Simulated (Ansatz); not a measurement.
CH8ClPSi2

```xyz
13

P    -0.4951    2.7573    1.4993
Si   -0.8799    1.2077   -0.1519
Si    0.6938   -0.5286    0.0971
C     0.2455   -2.0002   -1.0496
Cl    0.0894   -1.4183   -2.7629
H    -1.0320    1.8960    2.5306
H    -1.7663    3.4194    1.2981
H    -2.2764    0.6257   -0.1143
H    -0.6821    1.9003   -1.4776
H     2.0833   -0.0492   -0.2437
H     0.6963   -1.0405    1.5232
H     1.0225   -2.7895   -1.0393
H    -0.7245   -2.4547   -0.7681
```

Level of theory: RKS PBE-D4/cc-pVDZ in Ansatz.

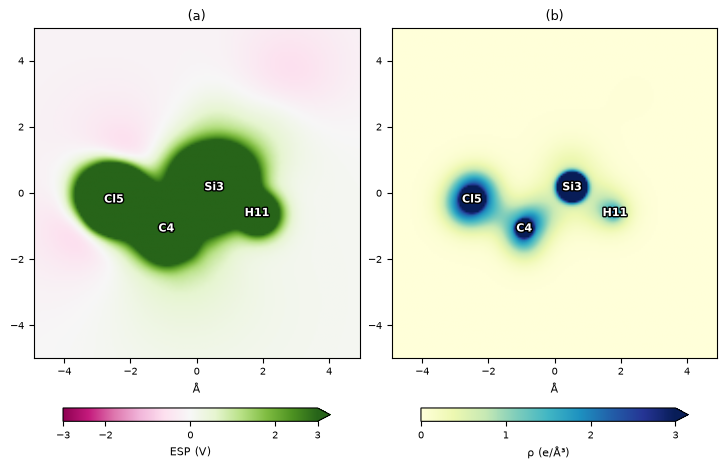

Figure 1. (a) electrostatic potential; (b) total electron density on the plane of atoms C4, Si3 and H11.

### What does the map show?

Atoms in the plane: Si, C, Cl and H.
C–Cl (1.82 Å): the density is about 1.2 e/Å³ at the midpoint.
C–Si (1.92 Å): the density is about 0.86 e/Å³ at the midpoint.
Si–H (1.52 Å): ρ at the midpoint is about 0.71 e/Å³.
Outside the dense part of the molecule the potential is most negative (−0.6 V) near Cl5.

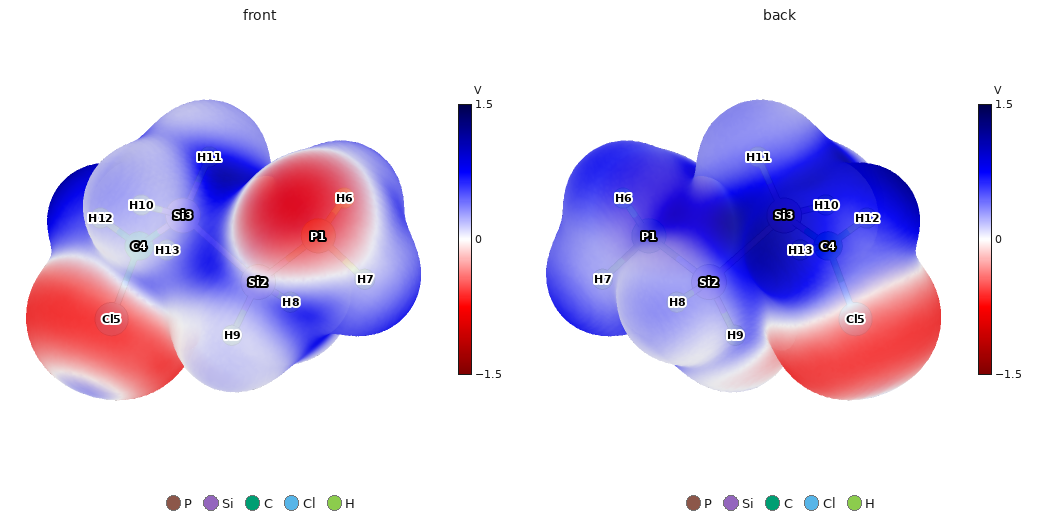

Figure 2. The molecular electrostatic potential painted on the density surface at 0.002 e/bohr³, seen from the front and from behind; the colour scale runs from red (negative) to blue (positive).

### Which sites attract a positive test charge, and which a negative one?

A positive charge is drawn to the negative regions and a negative charge to the positive ones. The most negative region (about −0.7 V) lies over P1, the most positive (about +1.1 V) over Si3, H12 and H13. Cl5 shows a σ-hole: about +0.3 V at the tip opposite its bond, against about −0.4 V on its flanks.

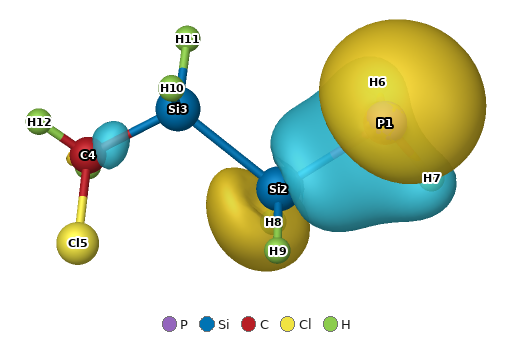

Figure 3. The HOMO at ±0.08 Å⁻³ᐟ² (yellow and cyan are the two phases), seen at a tilt.

### Where does this orbital lie, and at what energy?

It lies mainly on P1 (about 70 %) and Si2 (about 15 %); largely a lone pair of P1. Its energy is −6.48 eV.
